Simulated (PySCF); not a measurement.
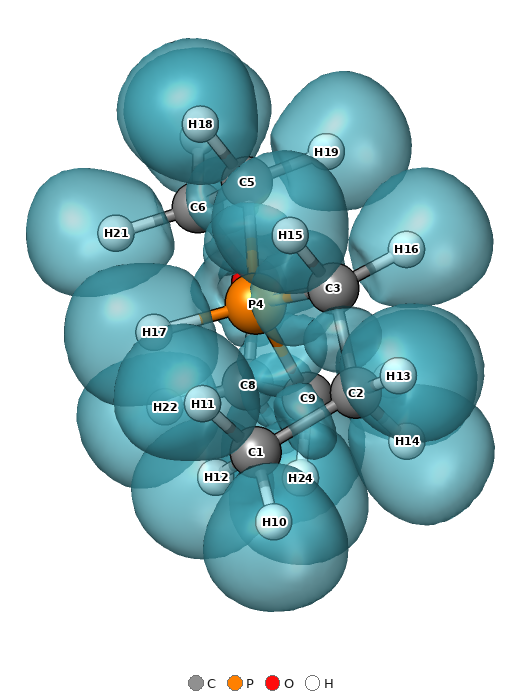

Figure 1: C7H16OP (SMILES CCC[PH+]1CCOCC1) (charge +1). Isosurface of the electron localisation function at 0.75 (cyan), seen at an oblique angle. Only the valence region is drawn (cores and ρ < 0.01 e/Å³ removed).

Geometry: GFN2-xTB.

Computed with PBE0/pcSseg-1, SCF density, gas phase, non-relativistic (PySCF).

```json
{"atom": "C", "x (Å)": "2.9095", "y (Å)": "-0.5130", "z (Å)": "0.7271"}
{"atom": "C", "x (Å)": "2.5796", "y (Å)": "0.3774", "z (Å)": "-0.4617"}
{"atom": "C", "x (Å)": "1.3491", "y (Å)": "1.2506", "z (Å)": "-0.1979"}
{"atom": "P", "x (Å)": "-0.1213", "y (Å)": "0.2901", "z (Å)": "0.2625"}
{"atom": "C", "x (Å)": "-1.6132", "y (Å)": "1.3198", "z (Å)": "0.3228"}
{"atom": "C", "x (Å)": "-2.8342", "y (Å)": "0.3866", "z (Å)": "0.4624"}
{"atom": "O", "x (Å)": "-2.9136", "y (Å)": "-0.5413", "z (Å)": "-0.5853"}
{"atom": "C", "x (Å)": "-1.9491", "y (Å)": "-1.5564", "z (Å)": "-0.5377"}
{"atom": "C", "x (Å)": "-0.5377", "y (Å)": "-1.0422", "z (Å)": "-0.8925"}
{"atom": "H", "x (Å)": "3.8385", "y (Å)": "-1.0467", "z (Å)": "0.5491"}
{"atom": "H", "x (Å)": "3.0290", "y (Å)": "0.0788", "z (Å)": "1.6317"}
{"atom": "H", "x (Å)": "2.1243", "y (Å)": "-1.2534", "z (Å)": "0.8910"}
{"atom": "H", "x (Å)": "3.4231", "y (Å)": "1.0375", "z (Å)": "-0.6685"}
{"atom": "H", "x (Å)": "2.4180", "y (Å)": "-0.2345", "z (Å)": "-1.3513"}
{"atom": "H", "x (Å)": "1.5442", "y (Å)": "1.9540", "z (Å)": "0.6184"}
{"atom": "H", "x (Å)": "1.0856", "y (Å)": "1.8320", "z (Å)": "-1.0890"}
{"atom": "H", "x (Å)": "0.0191", "y (Å)": "-0.2631", "z (Å)": "1.5194"}
{"atom": "H", "x (Å)": "-1.5649", "y (Å)": "2.0277", "z (Å)": "1.1530"}
{"atom": "H", "x (Å)": "-1.6866", "y (Å)": "1.8774", "z (Å)": "-0.6163"}
{"atom": "H", "x (Å)": "-3.7526", "y (Å)": "0.9748", "z (Å)": "0.4074"}
{"atom": "H", "x (Å)": "-2.8059", "y (Å)": "-0.1297", "z (Å)": "1.4346"}
{"atom": "H", "x (Å)": "-1.9373", "y (Å)": "-2.0311", "z (Å)": "0.4558"}
{"atom": "H", "x (Å)": "-2.2642", "y (Å)": "-2.2980", "z (Å)": "-1.2746"}
{"atom": "H", "x (Å)": "0.1934", "y (Å)": "-1.8515", "z (Å)": "-0.8475"}
{"atom": "H", "x (Å)": "-0.5437", "y (Å)": "-0.6218", "z (Å)": "-1.9039"}
```

**Describe the localisation domains.**

At this value the surface marks out four regions between bonded C–C atoms (shared pairs), three regions between bonded C–P atoms (shared pairs), 16 regions around hydrogen nuclei and one region on O in which the atom's valence shell and bonds are merged. Profiles from the grid: C–O (1.40 Å): the ELF peaks at about 0.90 between the atoms (a polar covalent bond). C–C (1.52 Å): the ELF peaks at about 0.95 between the atoms (a covalent bond).
